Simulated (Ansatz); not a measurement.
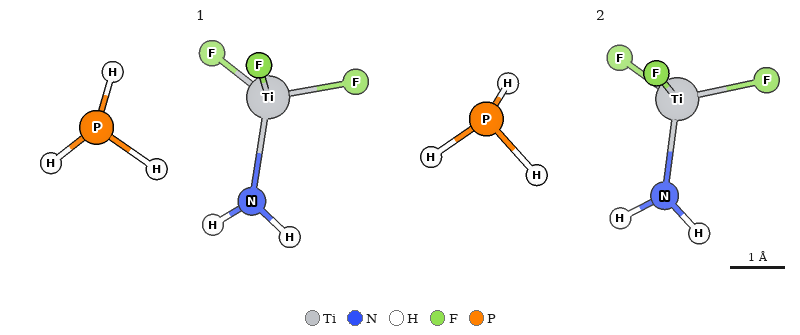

Two geometries of TiPNH5F3, drawn at one scale. One is the start of a relaxation, the other its converged end. The picture is a ball-and-stick view, seen at a tilt.

The calculation used RKS PBE0-D4/def2-SVP (Ansatz 0.2.0). Settings: no spin polarisation; force threshold 0.03 eV/Å; at most 50 steps.

**Which of the two is the end point?**

Structure 2 is the relaxed one. The run prepares an end point of a later path (reaction) calculation, from a guessed geometry. An H atom moves most after the best rigid fit: 0.52 Å. Largest moves by element: H 0.52 Å, N 0.32 Å, P 0.26 Å, F 0.23 Å, Ti 0.19 Å. Some distances before and after: H–Ti 2.759 → 3.377 Å, N–Ti 1.981 → 1.840 Å, F–Ti 1.741 → 1.748 Å. Bond angles that change, for instance: F–Ti–F 109.9° → 114.5°, N–Ti–F 110.8° → 107.3°, Ti–N–H 122.3° → 124.9°. The energy falls by 26.5 kJ/mol in 13 geometry steps. The largest force component goes from 2.3 to 0.024 eV/Å.

Limits of the set-up: the start holds two separate molecules, 2.3 Å apart at their closest, whose relative position is a soft coordinate.
